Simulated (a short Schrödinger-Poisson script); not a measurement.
System: symmetric double-gate stack, SiO2 on p-type Ge(100), at 400 K.

```
layer  material  thickness (nm)  Na (cm⁻³)
-----  --------  --------------  ---------
1          SiO2             2.7          -
2            Ge              10       2e18
3          SiO2             2.7          -
```

Constants are typed, rounded textbook-type inputs, not results; the design itself was drawn at random and stands for no fabricated device. SiO2: permittivity 3.9, conduction-band edge (eV) 3.1, gap (eV) 9, electron mass (mₑ) 0.5. Ge: permittivity 16, conduction-band edge (eV) 0, gap (eV) 0.664, Nv at 300 K (cm⁻³) 6e18.

Channel valleys (confinement mass, in-plane density-of-states mass, number): L4 0.12, 0.295, 4. At the gates, both at one voltage, the conduction-band edge of layer 1 lies 3.15 eV − eVg above the Fermi level of the channel. Gaps are held at their typed values at every temperature. Mesh 0.03 nm at interfaces.

Solved with a short Schrödinger-Poisson script written for these runs: 1D Poisson equation in equilibrium, electrons quantum, Hartree (BenDaniel-Duke, 12 states a valley, the channel's in-plane mass for all, wave functions ending at the dielectric), parabolic valleys, classical holes, full ionisation, no traps, pinning or gate leakage.

Only gate voltages with over 1e8 electrons/cm² are shown.

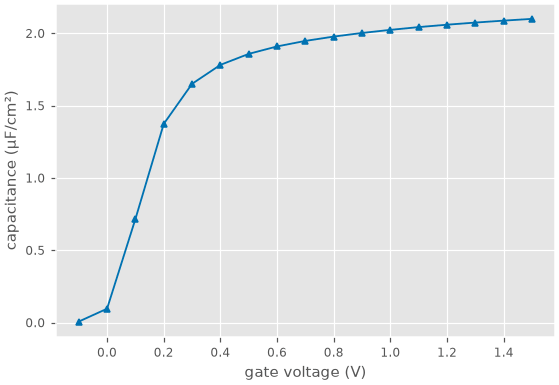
Figure: Quasi-static capacitance against gate voltage

```csv
Vg (V),electrons (cm⁻²),C (μF/cm²),L4 E0 (meV),L4 E1 (meV)
-0.1,1.23e9,0.00672,331.2,420.9
0,2.13e10,0.0957,232.8,322.4
0.1,2.36e11,0.716,149.7,238.6
0.2,9.12e11,1.37,102.7,189.4
0.3,1.87e12,1.65,77.5,161.1
0.4,2.94e12,1.78,61.2,141.6
0.5,4.08e12,1.86,49.3,126.4
0.6,5.26e12,1.91,40.0,113.9
0.7,6.46e12,1.95,32.3,103.1
0.8,7.68e12,1.98,25.8,93.7
0.9,8.93e12,2.00,20.1,85.2
1,1.02e13,2.02,15.1,77.6
1.1,1.15e13,2.04,10.6,70.6
1.2,1.27e13,2.06,6.5,64.1
1.3,1.40e13,2.07,2.8,58.1
1.4,1.53e13,2.09,-0.7,52.6
1.5,1.66e13,2.10,-3.9,47.4
```

Subbands count from the Fermi level. The capacitance is that of both gates.

Only the L valleys are kept; under strong confinement the Δ valleys of Ge fill too.
